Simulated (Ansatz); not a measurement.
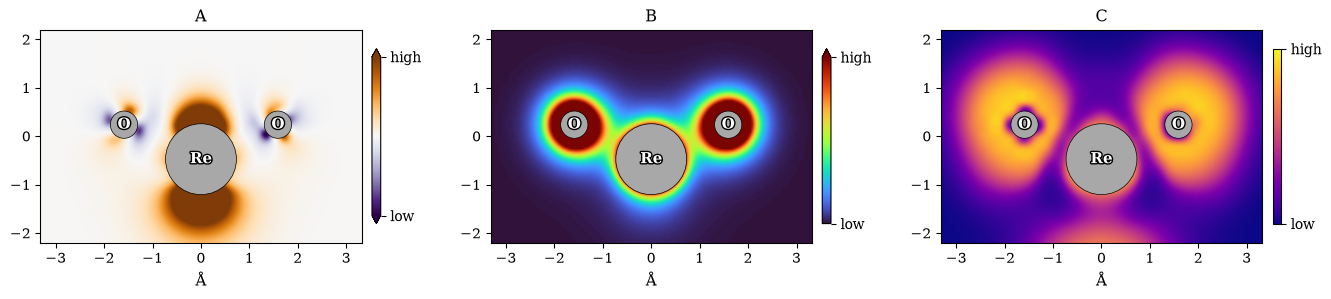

O₂Re (charge −1, triplet): 3 fields on the molecular plane, with unlabelled colour scales. Grey discs cover the atomic cores.

Geometry: PBE-D4/def2-TZVPD; core potentials replace the inner electrons of Re.

Method: Ansatz 0.2.0, UKS PBE0-D4/def2-TZVPD.

```yaml
atoms:
  - { symbol: Re, position_ang: [0.4692, -0.0133, 0.0731] }
  - { symbol: O, position_ang: [-0.1612, 1.5834, -0.2198] }
  - { symbol: O, position_ang: [-0.3080, -1.5700, 0.1467] }
```

Match the panels to the quantities (electron density, electron localisation function and spin density).

Panel A: spin density (confined to the atoms that carry the unpaired spin). Panel B: electron density. Panel C: electron localisation function. From the grid: Re–O (1.74 Å): ρ is about 1.7 e/Å³ halfway; the ELF peaks at about 0.80 in the valence shell of O, 0.5 Å from its nucleus, and drops to about 0.35 between the two atoms.
